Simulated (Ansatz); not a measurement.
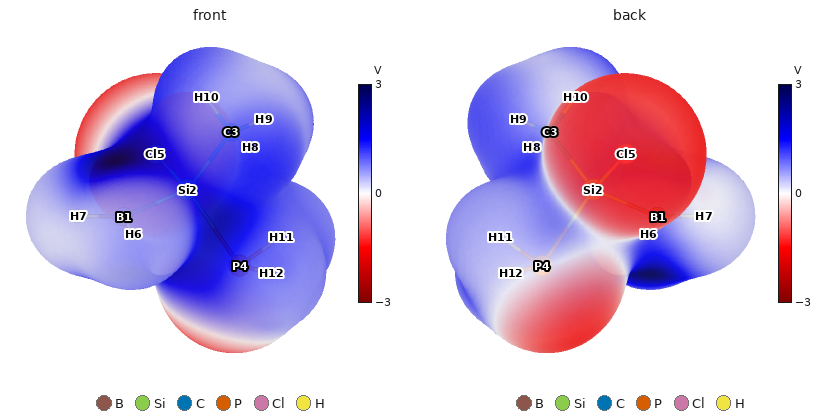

The picture shows: CH7BClPSi (SMILES B[Si](C)(P)Cl). The molecular electrostatic potential painted on the density surface at 0.002 e/bohr³, seen from the front and from behind; red is negative and blue positive.

These are results of RHF/6-31G in Ansatz 0.2.0, not measurements.

Input file:

```
crystal:
  periodic: [false, false, false]
  atoms:
    - { symbol: B, position_ang: [-0.8175, 1.7333, 0.3343] }
    - { symbol: Si, position_ang: [0.0288, 0.2767, -0.5193] }
    - { symbol: C, position_ang: [1.1922, -0.4903, 0.6793] }
    - { symbol: P, position_ang: [-1.3922, -1.2089, -1.137] }
    - { symbol: Cl, position_ang: [1.0846, 0.9402, -2.2193] }
    - { symbol: H, position_ang: [-1.5159, 1.6209, 1.2919] }
    - { symbol: H, position_ang: [-0.7361, 2.8638, -0.132] }
    - { symbol: H, position_ang: [0.7072, -0.8296, 1.5783] }
    - { symbol: H, position_ang: [1.7406, -1.3332, 0.2535] }
    - { symbol: H, position_ang: [1.9805, 0.2629, 1.0255] }
    - { symbol: H, position_ang: [-0.4825, -2.2478, -1.366] }
    - { symbol: H, position_ang: [-1.7128, -1.6433, 0.2448] }
basis:
  gaussian: { orbitals: "6-31G" }
hamiltonian:
  xc: hf
relax:
  f_tol: 0.02
  max_steps: 40
scf:
  lower_state_search: "off"
output:
  orbitals: {}
```

Run with:

```sh
ansatz run input.yaml --threads 1 --pin off --max-ram 2048MiB --backend cpu --events-out ev --progress --plain --runs-dir out
```

The fields are those of the relaxed geometry.

Which sites attract a positive test charge, and which a negative one?

Answer. A positive charge is drawn to the negative regions and a negative charge to the positive ones. The most negative region (about −1.3 V) lies over P4 and Cl5, the most positive (about +2.8 V) over B1.
